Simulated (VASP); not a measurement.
Band structure of BaTe (rock salt). All values below come from r2SCAN meta-GGA, VASP's PBE PAW potentials (set 64) (plane waves; VASP).

Unless said otherwise, spin-orbit coupling is left out, though it shifts the bands of the heavy elements here.

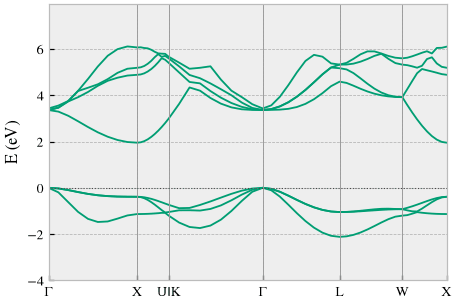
Figure: Bands along high-symmetry lines, zero at the valence-band maximum or, without a gap, the Fermi level

Problem. Read the plot: is there a gap, and where are the band edges?

Solution. The gap is indirect, 1.95 eV, from the valence maximum at Γ to the conduction minimum at X.

The compound is BaTe in the rock salt structure. It was relaxed first.
